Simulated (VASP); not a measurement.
Band structure of Sr (fcc). Level of theory: PBE GGA with D3 dispersion (Becke-Johnson damping), VASP's PBE PAW potentials (set 64) (plane waves; VASP).

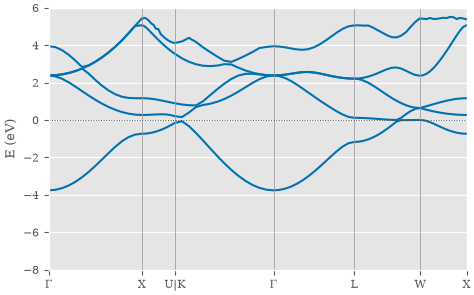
Figure: Bands along high-symmetry lines, zero at the valence-band maximum or, without a gap, the Fermi level

**Question.** Read the plot: is there a gap, and where are the band edges?

**Answer.** It has no gap at this level: it comes out as a metal or semimetal. (Edges off the drawn lines would not show.)

The compound is Sr in the fcc structure. It was relaxed first, which changed the volume by -8 %.
